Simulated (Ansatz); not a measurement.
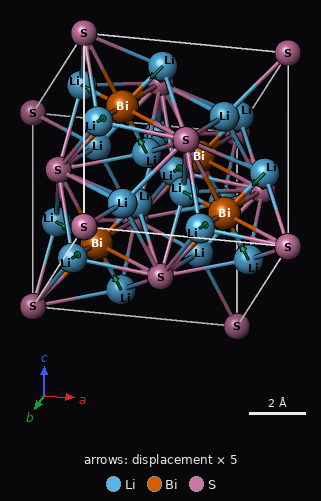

A relaxation of crystalline Li$_{5}$BiS (a generated structure, set up in F-43m) (coarse preliminary run). The starting structure is drawn; green arrows show the displacements (the part carried along by the change of the cell is left out), 5 times their true length.

The picture is a ball-and-stick view of the conventional cell (4 times the calculation's cell), seen from a free direction. Lengths and directions refer to the drawn axes.

These are results of DFT PBE, scalar-relativistic, plane waves, PAW (Ansatz), not measurements.

Input file:
```yaml
crystal:
  lattice:
    - [0.0, 3.78828108, 3.78828108]
    - [3.78828108, 0.0, 3.78828108]
    - [3.78828108, 3.78828108, 0.0]
  atoms:
    - { symbol: Li, position: [0.40836942, 0.40836942, 0.40836942] }
    - { symbol: Li, position: [0.40836942, 0.40836942, 0.77489173] }
    - { symbol: Li, position: [0.40836942, 0.77489173, 0.40836942] }
    - { symbol: Li, position: [0.77489173, 0.40836942, 0.40836942] }
    - { symbol: Li, position: [0.75, 0.75, 0.75] }
    - { symbol: Bi, position: [0.25, 0.25, 0.25] }
    - { symbol: S, position: [0.0, 0.0, 0.0] }
basis:
  ecutwfc: 420
kpoints:
  mp_grid: { grid: [4, 4, 4] }
hamiltonian:
  xc: pbe
scf:
  occupations: { method: gaussian, width: 0.1 }
  lower_state_search: "off"
output:
  forces: true
  stress: true
  eigenvalues: true
relax:
  adjacent_minimum: "off"
  f_tol: 0.04
  max_steps: 70
  cell: { stress_tol: 0.4 }
```

Run as
```bash
ansatz run input.yaml --threads 1 --pin off --max-ram 2048MiB --backend cpu --events-out ev --progress --plain --runs-dir out
```

Q: Which element moves most?

A: Lithium: up to 0.14 Å, against 0.00 Å for sulfur.

Q: What did the optimiser do to the structure, and how much energy did it gain?

A: Over 7 accepted moves (9 points after the start) the energy falls by 855 meV per atom. Largest force component: 0.42 eV/Å at the start, 0.0065 eV/Å at the end. The pressure goes from 28.43 to −0.18 GPa. At 2 points the geometry stayed and the basis and grid were re-selected for the new cell (energy shift of 40.2 meV per atom at most each time). The largest moves relative to the cell, 0.14 Å, are those of Li1, Li2, Li3 and Li4. Li2 goes along [1 1 1]. S and Bi stay in place. The volume changes by +112.9 %, with a = b = c 7.577 → 9.747 Å (+28.6 %). Among the contacts that change: Bi6–S7 3.281 → 4.220 Å, Li5–S7 3.281 → 4.220 Å, Li1–S7 3.246 → 4.136 Å, Li1–Li2 1.964 → 2.750 Å. The space group stays F-43m (No. 216). The run took 32 s on 1 thread of Arm Neoverse V1, with other jobs on the host, peak memory 0.42 GiB.
